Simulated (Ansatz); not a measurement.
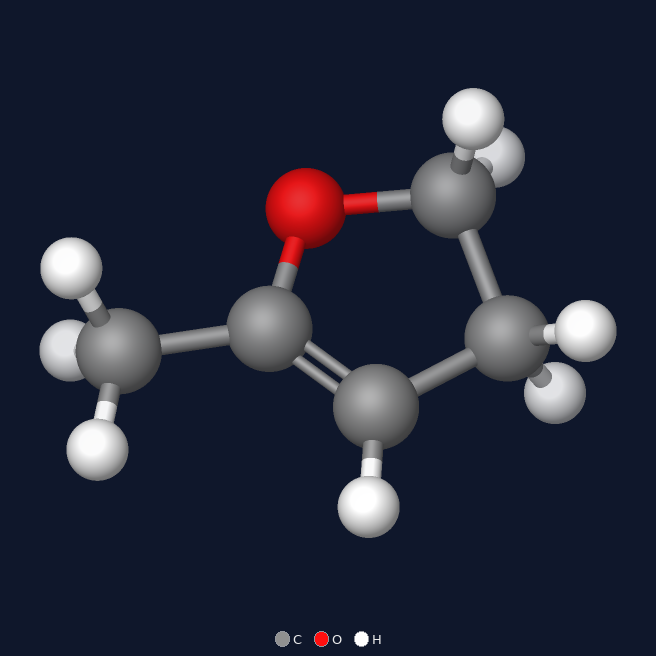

A ball-and-stick model of a molecule.

Give the formula.

Answer. C₅H₈O, 14 atoms: 5 carbon, 8 hydrogen and 1 oxygen.

Describe its rings.

Answer. Independent rings (smallest set): 1 of 5 members.

How many bonds of each kind are drawn?

Answer. 8 C–H, 4 C–C, 2 C–O.

The parts below concern this one geometry. Atoms keep their numbers from picture to picture. Computed geometry: PBE0-D4/def2-TZVP optimisation.

## Shape

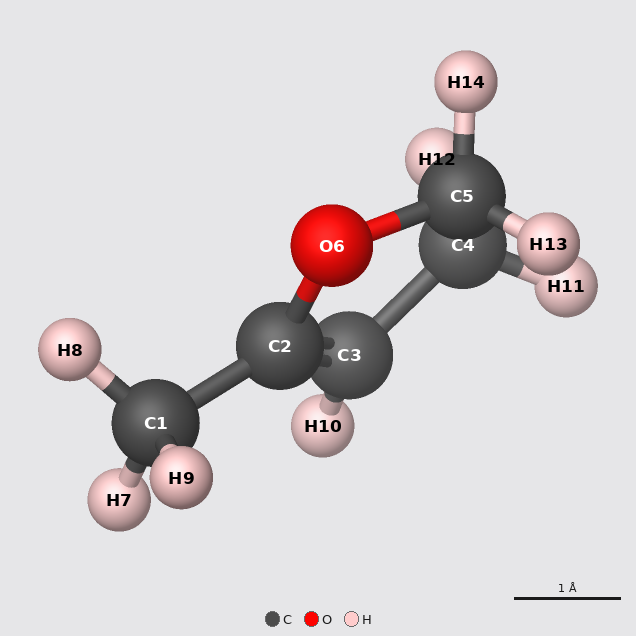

Atoms carry their numbers in the input.

List the bonds and their lengths.

| bond | length (Å) | order |
| --- | --- | --- |
| C1–C2 | 1.478 | single |
| C1–H7 | 1.089 | single |
| C1–H8 | 1.094 | single |
| C1–H9 | 1.093 | single |
| C2–C3 | 1.331 | double |
| C2–O6 | 1.364 | single |
| C3–C4 | 1.501 | single |
| C3–H10 | 1.079 | single |
| C4–C5 | 1.533 | single |
| C4–H11 | 1.093 | single |
| C4–H12 | 1.097 | single |
| C5–O6 | 1.436 | single |
| C5–H13 | 1.095 | single |
| C5–H14 | 1.090 | single |

## Electronic properties

Method: RKS PBE0-D4/def2-SVP (Ansatz 0.2.0).

What is the HOMO–LUMO gap?

Answer. 7.07 eV.

Give the HOMO energy (Kohn–Sham orbital) at this level.

Answer. −5.85 eV.

What is the dispersion correction?

Answer. −23.0 kJ/mol.

## Charges

The questions are on Mulliken charges. Method: RKS PBE0-D4/def2-TZVP (Ansatz 0.2.0).

Which atom carries the highest charge (most positive or least negative)?

Answer. C2 (0.18 e).

And the lowest?

Answer. C1 (−0.38 e).

Give the Mulliken charges atom by atom.

```json
{"atom": "C1", "value (e)": "−0.38"}
{"atom": "C2", "value (e)": "0.18"}
{"atom": "C3", "value (e)": "−0.28"}
{"atom": "C4", "value (e)": "−0.15"}
{"atom": "C5", "value (e)": "−0.02"}
{"atom": "O6", "value (e)": "−0.27"}
{"atom": "H7", "value (e)": "0.13"}
{"atom": "H8", "value (e)": "0.14"}
{"atom": "H9", "value (e)": "0.13"}
{"atom": "H10", "value (e)": "0.12"}
{"atom": "H11", "value (e)": "0.11"}
{"atom": "H12", "value (e)": "0.10"}
{"atom": "H13", "value (e)": "0.09"}
{"atom": "H14", "value (e)": "0.11"}
```

## Dipole moment

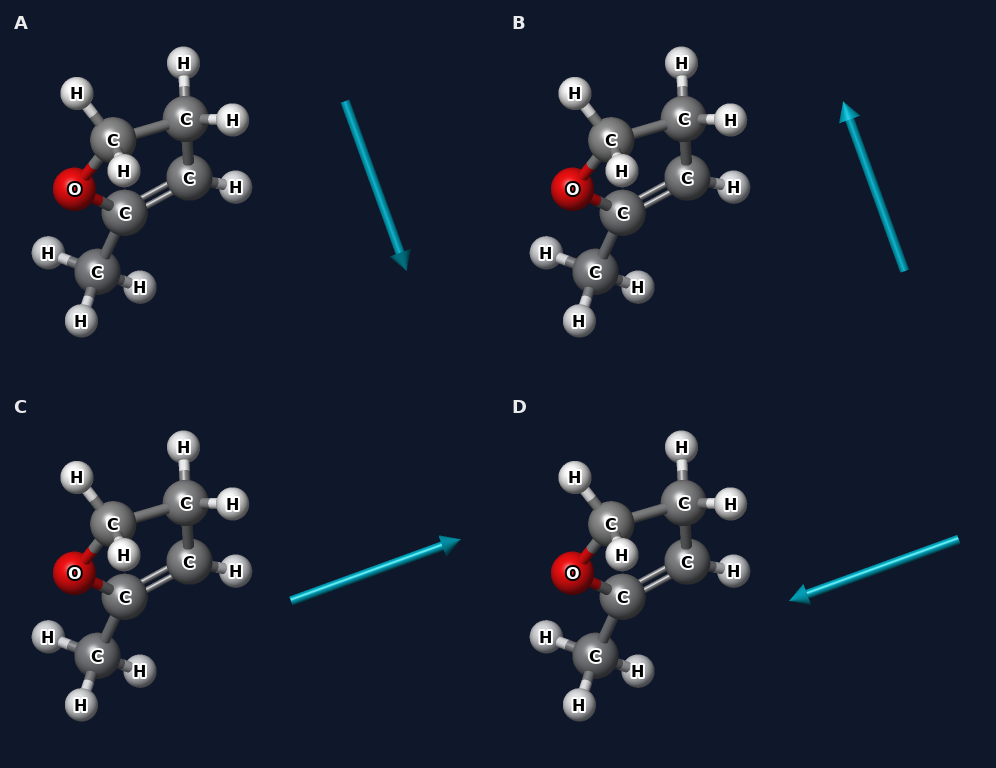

The same molecule four times, each with an arrow. Method: RKS r2SCAN-D4/def2-TZVPP (Ansatz 0.2.0).

Which arrow points along the dipole moment, from the negative to the positive end?

Answer. C. The dipole moment is 0.66 D.

Mulliken values depend strongly on the basis set and can even reverse the polarity of a bond.
